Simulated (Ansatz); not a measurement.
**AlH2OF (SMILES [OH][AlH][F]) at 6 levels**

We compute a comparison of 6 runs (UHF/STO-3G, BHLYP/STO-3G, SVWN5/STO-3G, UPBE0/STO-3G, CCSDT(Q)/STO-3G, CCSD/STO-3G) of AlH2OF. 

The results are computed with Ansatz 0.2.0.

69 further runs of the same task are left out: 5 that didn't finish, 64 set aside as unsound or not needed.

## (1) The system as given

AlH2OF has 5 atoms, charge 0, and is taken as a singlet. SMILES: `[OH][AlH][F]`. The Al2–O1 distance was set to 3.270 Å, away from the relaxed value. At this shape a bond of the SMILES string is far longer than usual.

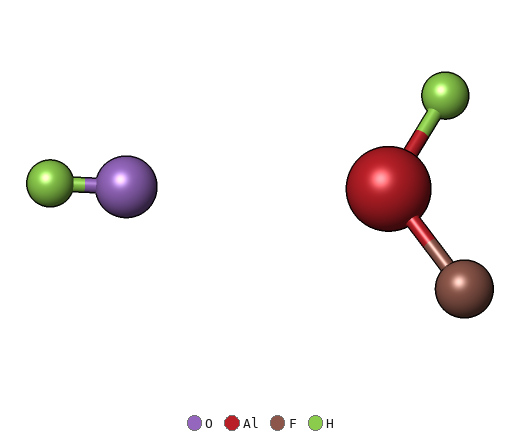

The structure, seen from a chosen angle (oxygen purple, aluminium red, fluorine brown, hydrogen green).

## (2) The energy at UHF/STO-3G (run 1)

job.yaml

```yaml
crystal:
  periodic: [false, false, false]
  atoms:
    - {symbol: O, position_ang: [-2.516393, 0.790725, -0.798635]}
    - {symbol: Al, position_ang: [0.472970, -0.139110, 0.144100]}
    - {symbol: F, position_ang: [0.778780, -1.566900, 0.912060]}
    - {symbol: H, position_ang: [-3.365813, 1.093585, -1.085695]}
    - {symbol: H, position_ang: [1.641100, 0.751530, -0.114560]}
basis:
  gaussian:
    orbitals: STO-3G
hamiltonian:
  xc: hf
magnetization:
  spin_polarized: true
accuracy: high
```

Command:

```console
ansatz run job.yaml --threads 1 --pin off --max-ram 2610MiB --events-out events.jsonl --progress --plain --runs-dir runs
```

The log of the run:

```text
Warning: RAYON_NUM_THREADS=1 ignored (pool sized by the plan → 1); use --threads N
Functional definition: HF
  name "HF"
  exchange = exact_x
  correlation = 0
344 factors; integrals over basis functions are off by at most 3.9e-8 eV
mean field evaluation 1: about -11197.5108 eV, gradient 2.4e1 eV
mean field evaluation 2: about -11197.5335 eV, gradient 2.4e1 eV
mean field evaluation 4: about -11200.7791 eV, gradient 1.5e1 eV
mean field evaluation 8: about -11202.9274 eV, gradient 3.0e0 eV
mean field evaluation 16: about -11204.2370 eV, gradient 5.7e-1 eV
mean field evaluation 32: about -11209.8139 eV, gradient 2.4e-8 eV
mean field evaluation 64: about -11209.8112 eV, gradient 2.3e-2 eV
mean field evaluation 96: about -11209.8125 eV, gradient 3.3e-2 eV
mean field evaluation 128: about -11206.4843 eV, gradient 5.7e0 eV
mean field evaluation 160: about -11201.7586 eV, gradient 4.7e0 eV
mean field evaluation 192: about -11203.0530 eV, gradient 1.3e-5 eV
mean field -11209.81387730 eV, -411.9530617059 hartree, gradient 2.4e-8 eV, S^2 1.008569; 6 other end points of the search recorded, 0 dependent functions left out
reference -11209.81387730 eV, -411.9530617059 hartree; 16, 16 occupied and 5, 5 virtual orbitals, 344 factors
Total energy: -11209.81387730 eV, -411.9530617059 hartree
```

Run time: 0.34 s. Hardware: 1 thread of Arm Neoverse V2, shared host.

## (3) A single-point energy at BHLYP/STO-3G (run 2)

in.yaml

```yaml
crystal:
  periodic: [false, false, false]
  atoms:
    - symbol: O
      position_ang: [-2.516393, 0.790725, -0.798635]
    - symbol: Al
      position_ang: [0.472970, -0.139110, 0.144100]
    - symbol: F
      position_ang: [0.778780, -1.566900, 0.912060]
    - symbol: H
      position_ang: [-3.365813, 1.093585, -1.085695]
    - symbol: H
      position_ang: [1.641100, 0.751530, -0.114560]
basis:
  gaussian: {orbitals: STO-3G}
hamiltonian: {xc: {name: BHLYP}}
accuracy: high
```

Command:

```console
ansatz run in.yaml --threads 1 --pin off --max-ram 2610MiB --events-out events.jsonl --progress --plain --runs-dir runs
```

The log of the run:

```text
Warning: RAYON_NUM_THREADS=1 ignored (pool sized by the plan → 1); use --threads N
Functional definition: BHLYP
  name "BHLYP"
  parameter a = 0.5
  exchange = (1 - a)*b88_x + a*exact_x
  correlation = lyp_c
344 factors; integrals over basis functions are off by at most 3.9e-8 eV
mean field evaluation 1: about -11228.8198 eV, gradient 3.4e1 eV
mean field evaluation 2: about -11104.5080 eV, gradient 8.0e1 eV
mean field evaluation 4: about -11232.3427 eV, gradient 1.7e1 eV
mean field evaluation 8: about -11232.7300 eV, gradient 1.5e1 eV
mean field evaluation 16: about -11237.0153 eV, gradient 2.3e-3 eV
mean field evaluation 32: about -11237.0141 eV, gradient 1.0e-1 eV
mean field -11237.01534318 eV, -412.9526971394 hartree, gradient 7.1e-8 eV, S^2 0.000000; 2 other end points of the search recorded, 0 dependent functions left out
reference -11237.01536307 eV, -412.9526978702 hartree; 16, 16 occupied and 5, 5 virtual orbitals, 344 factors
Total energy: -11237.01536307 eV, -412.9526978702 hartree
```

Run time: 1.7 s. Hardware: 1 thread of Arm Neoverse V2, shared host; peak memory 0.097 GiB.

Run 3 isn't shown in full; the table further down has it.

## (4) The energy at UPBE0/STO-3G (run 4)

input.yaml

```yaml
basis:
  gaussian:
    orbitals: STO-3G
crystal:
  periodic: [false, false, false]
  atoms:
    - symbol: O
      position_ang: [-2.516393, 0.790725, -0.798635]
    - symbol: Al
      position_ang: [0.472970, -0.139110, 0.144100]
    - symbol: F
      position_ang: [0.778780, -1.566900, 0.912060]
    - symbol: H
      position_ang: [-3.365813, 1.093585, -1.085695]
    - symbol: H
      position_ang: [1.641100, 0.751530, -0.114560]
magnetization:
  spin_polarized: true
  initial_magnetization: 0
hamiltonian:
  xc: {name: PBE0}
accuracy: high
```

Command:

```console
ansatz run input.yaml --threads 1 --pin off --max-ram 2610MiB --events-out events.jsonl --progress --plain --runs-dir runs
```

The log of the run:

```text
Warning: RAYON_NUM_THREADS=1 ignored (pool sized by the plan → 1); use --threads N
Functional definition: PBE0
  name "PBE0"
  parameter a = 0.25
  parameter kappa = 0.804
  parameter beta = 0.06672455060314922
  exchange = (1 - a)*pbe_x(kappa = kappa, mu = beta*pi^2/3) + a*exact_x
  correlation = pbe_c(beta = beta)
344 factors; integrals over basis functions are off by at most 3.9e-8 eV
mean field evaluation 1: about -11223.0706 eV, gradient 2.4e1 eV
mean field evaluation 2: about -11094.2084 eV, gradient 6.3e1 eV
mean field evaluation 4: about -11226.6188 eV, gradient 1.1e1 eV
mean field evaluation 8: about -11226.6190 eV, gradient 1.1e1 eV
mean field evaluation 16: about -11231.9905 eV, gradient 1.8e-2 eV
mean field evaluation 32: about -11233.9115 eV, gradient 4.6e-6 eV
mean field evaluation 64: about -11233.7247 eV, gradient 1.8e0 eV
mean field -11233.91147016 eV, -412.8386319096 hartree, gradient 9.6e-9 eV, S^2 1.002040; 6 other end points of the search recorded, 0 dependent functions left out
reference -11233.91147171 eV, -412.8386319667 hartree; 16, 16 occupied and 5, 5 virtual orbitals, 344 factors
Total energy: -11233.91147171 eV, -412.8386319667 hartree
```

Run time: 8.7 s. Hardware: 1 thread of Arm Neoverse V2, shared host; peak memory 0.13 GiB.

Run 5 isn't shown in full; the table further down has it.

## (5) A single-point energy at CCSD/STO-3G (run 6)

job.yaml

```yaml
crystal:
  periodic: [false, false, false]
  atoms:
    - symbol: O
      position_ang: [-2.516393, 0.790725, -0.798635]
    - symbol: Al
      position_ang: [0.472970, -0.139110, 0.144100]
    - symbol: F
      position_ang: [0.778780, -1.566900, 0.912060]
    - symbol: H
      position_ang: [-3.365813, 1.093585, -1.085695]
    - symbol: H
      position_ang: [1.641100, 0.751530, -0.114560]
basis:
  gaussian: {orbitals: STO-3G}
scf: {omitted_lower_state_checks: [cluster_reference, increment]}
correlation: {method: ccsd, frozen_orbitals: {Al: 5, F: 1, H: 0, O: 1}}
accuracy: high
```

Command:

```console
ansatz run job.yaml --threads 1 --pin off --max-ram 2610MiB --events-out events.jsonl --progress --plain --runs-dir runs
```

The log of the run:

```text
Warning: RAYON_NUM_THREADS=1 ignored (pool sized by the plan → 1); use --threads N
[... 13 lines left out ...]
7 core orbitals not correlated: weight in the atoms' cores, before any rotation towards them, 1.000 or more for the frozen orbitals, at most 0.000 for the correlated occupied ones
[... 50 lines left out ...]
WARN: these amplitudes may be one of several solutions (largest doubles amplitude 1.19, level shift 10.57 eV)
Total energy: -11211.48440241 eV, -412.0144523716 hartree
Checks for a lower state left out: cluster_reference, increment
```

Run time: 0.22 s. Hardware: 1 thread of Arm Neoverse V2, shared host.

## (6) All runs side by side

```
run            level  frozen core orbitals  energy (Eh)  wall time
  1       UHF/STO-3G                     –  -411.953062     0.34 s
  2     BHLYP/STO-3G                     –  -412.952698      1.7 s
  3     SVWN5/STO-3G                     –  -410.749935      1.3 s
  4     UPBE0/STO-3G                     –  -412.838632      8.7 s
  5  CCSDT(Q)/STO-3G                     7  -412.027361      0.6 s
  6      CCSD/STO-3G                     7  -412.014452     0.22 s
```

## (7) Outcome

| quantity | value |
| --- | --- |
| run 6: total energy | -412.01445 Eh |
| run 6: correlation energy (7 core orbitals frozen) | -266.1 mEh |
| run 6: T1 diagnostic | 0.116 |

In words: Below the UHF energy at the same shape and in the same basis (STO-3G): CCSDT(Q) -74.3 mEh; CCSD -61.4 mEh. Some of these start from another determinant than that one, so these aren't their correlation energies. Totals of different functionals can't be ranked against each other. In run 6 the T1 diagnostic is large, so a single reference may not serve. In runs 5, 6 the log says that unrestricted orbitals would lower the reference, so the values rest on an unstable closed-shell determinant (other closed-shell runs at this shape may share the fault). In runs 1, 2, 3, 4, 5, 6 the basis is minimal, so the values are rough. Spin contamination of the reference: run 1 ⟨S²⟩ = 1.01, run 4 ⟨S²⟩ = 1.00. Where it is this large, the reference is a mixture of spin states, and values that rest on it are in doubt. All runs together took 13 s, the longest 8.7 s.
